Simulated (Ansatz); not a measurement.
# C₃H₈BO radical: how energies converge with the basis set

How large a basis does C₃H₈BO radical need? Two functionals are run in growing sets.

Program: Ansatz 0.2.0, Gaussian basis. Level of theory: one geometry, several basis sets. These are calculated values, not measurements.

Levels to be run: PBE0-D4/def2-SVP; ωB97M-V/def2-SVP; PBE0-D4/def2-QZVPP; ωB97M-V/def2-QZVPP; the functionals' def2-TZVPP values are taken from earlier runs.

**1. The geometry**

All runs share one geometry, relaxed beforehand with PBE0-D4 in a triple-zeta def2 set.

SMILES `[BH]OC(C)C`, 13 atoms, charge 0, spin multiplicity 2.

Atoms are counted from 1 here; the program's logs count them from 0.

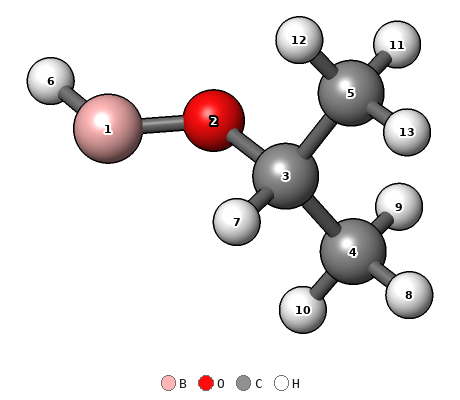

The structure; boron pink, oxygen red, carbon grey, hydrogen white; atoms are numbered from 1 in the order of the file.

**2. PBE0-D4 in def2-SVP**

in.yaml reads:

```yaml
crystal:
  periodic: [false, false, false]
  atoms:
    - {symbol: B, position_ang: [0.828434, 2.239801, 0.372782]}
    - {symbol: O, position_ang: [0.014576, 1.292648, -0.056696]}
    - {symbol: C, position_ang: [0.254274, -0.113737, 0.140518]}
    - {symbol: C, position_ang: [-0.866736, -0.663449, 0.990884]}
    - {symbol: C, position_ang: [0.343445, -0.765789, -1.219120]}
    - {symbol: H, position_ang: [0.592151, 3.403367, 0.189920]}
    - {symbol: H, position_ang: [1.209198, -0.215857, 0.668513]}
    - {symbol: H, position_ang: [-0.722014, -1.732699, 1.159080]}
    - {symbol: H, position_ang: [-1.828352, -0.517830, 0.493247]}
    - {symbol: H, position_ang: [-0.898848, -0.163113, 1.960380]}
    - {symbol: H, position_ang: [-0.589017, -0.624834, -1.770647]}
    - {symbol: H, position_ang: [1.159489, -0.335779, -1.802546]}
    - {symbol: H, position_ang: [0.523703, -1.837430, -1.111415]}
basis:
  gaussian: {orbitals: def2-SVP}
magnetization: {spin_polarized: true, initial_magnetization: 1}
hamiltonian: {xc: pbe0, dispersion: d4}
output: {orbitals: {seedname: orbitals}}
```

Run with:

```bash
$ ansatz run in.yaml --threads 2 --pin off --events-out ev --progress --plain --max-ram 31744MiB --backend cpu
```

The runs that follow: ωB97M-V in def2-SVP; PBE0-D4 in def2-QZVPP; ωB97M-V in def2-QZVPP.

Q: Predict the results of all the runs planned. Wanted: PBE0-D4: double and triple zeta above quadruple; ωB97M-V: double and triple zeta above quadruple.

The runs gave:

| quantity | value |
| --- | --- |
| PBE0-D4: double and triple zeta above quadruple | 6.98, 0.35 eV |
| ωB97M-V: double and triple zeta above quadruple | 7.30, 0.34 eV |

**Reading.** PBE0-D4 gains 6.63 eV from double to triple zeta, then 0.35 eV more. These are total energies; as a rule much of such shifts cancels in differences, which this series doesn't test.
